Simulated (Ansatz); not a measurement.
# CH5BO: one species, many methods

How much do the methods differ for CH5BO? The plan is to run it at one geometry with functionals of several rungs and with coupled cluster. The yardstick is the atomisation energy at the CCSD(T) limit.

Computed with Ansatz 0.2.0, Gaussian basis. Level: functionals in def2-TZVPP, the program's frozen cores in correlated methods.

Plan: PBE-D4, r2SCAN-D4, PBE0-D4, B3LYP-D4, ωB97X-V, ωB97M-V, B2PLYP; CCSD(T)/def2-TZVPP; CCSD(T)/def2-QZVPP; extrapolation to the limit.

**1. Structure used throughout**

The geometry comes from an earlier relaxation with PBE0-D4 in a triple-zeta def2 set; it is a stationary point, not always the lowest conformer.

SMILES `CBO`, 8 atoms, charge 0, spin multiplicity 1.

Atoms are counted from 1 here; the program's logs count them from 0.

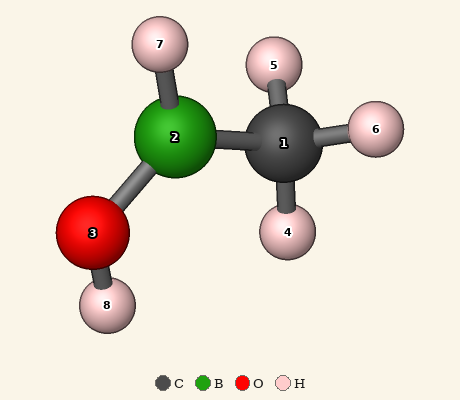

The structure; carbon dark grey, boron green, oxygen red, hydrogen pink; atoms are numbered from 1 in the order of the file.

**2. PBE-D4 (GGA)**

Contents of in.yaml:

```yaml
crystal:
  periodic: [false, false, false]
  atoms:
    - {symbol: C, position_ang: [-0.348607, 0.407673, -0.679324]}
    - {symbol: B, position_ang: [0.490731, 0.056171, 0.594183]}
    - {symbol: O, position_ang: [0.436089, -1.144128, 1.219514]}
    - {symbol: H, position_ang: [-1.006967, -0.392214, -1.031952]}
    - {symbol: H, position_ang: [-0.961131, 1.296390, -0.491889]}
    - {symbol: H, position_ang: [0.320657, 0.684939, -1.501418]}
    - {symbol: H, position_ang: [1.242356, 0.850998, 1.089219]}
    - {symbol: H, position_ang: [-0.173118, -1.759838, 0.801657]}
basis:
  gaussian: {orbitals: def2-TZVPP}
hamiltonian: {xc: pbe, dispersion: d4}
output: {forces: true, orbitals: {seedname: orbitals}}
```

Launch:

```bash
> ansatz run in.yaml --threads 2 --pin off --events-out ev --progress --plain --max-ram 32768MiB --backend cpu
```

After this run come: r2SCAN-D4 (meta-GGA); PBE0-D4 (hybrid); B3LYP-D4 (hybrid); ωB97X-V (range-separated); ωB97M-V (range-separated); B2PLYP (double hybrid); CCSD(T) in def2-TZVPP; CCSD(T) in def2-QZVPP.

Q: Predict the results of all the runs planned. Wanted: atomisation energy, CCSD(T)/CBS; farthest; mean size of error, hybrid; mean size of error, range-separated; gap, smallest and largest; T1 diagnostic; triples share of the correlation energy.

**Answer**, as computed:

| quantity | value |
| --- | --- |
| atomisation energy, CCSD(T)/CBS | 740.5 kcal/mol |
| functionals within 3.7 kcal/mol (0.5 %) | PBE0-D4, B3LYP-D4, ωB97X-V, B2PLYP |
| farthest | PBE-D4 (+13.0 kcal/mol) |
| mean size of error, hybrid | 2.8 kcal/mol |
| mean size of error, range-separated | 3.1 kcal/mol |
| gap, smallest and largest | 6.37 eV (PBE-D4), 13.57 eV (ωB97X-V) |
| T1 diagnostic | 0.0122 |
| triples share of the correlation energy | 3.4 % |

**Reading.** PBE-D4 is off by +13.0 kcal/mol. Double hybrids carry the basis error of their MP2 part in triple zeta, and no dispersion term here, so their miss is partly the set-up's. The reference freezes the cores and leaves out relativity and excitations past (T), so misses under about 3.7 kcal/mol can't be ranked. Hartree-Fock recovers 76 % of the binding; the rest is correlation. The gap grows from 6.4 to 13.6 eV across the functionals, mostly with the share of exact exchange.
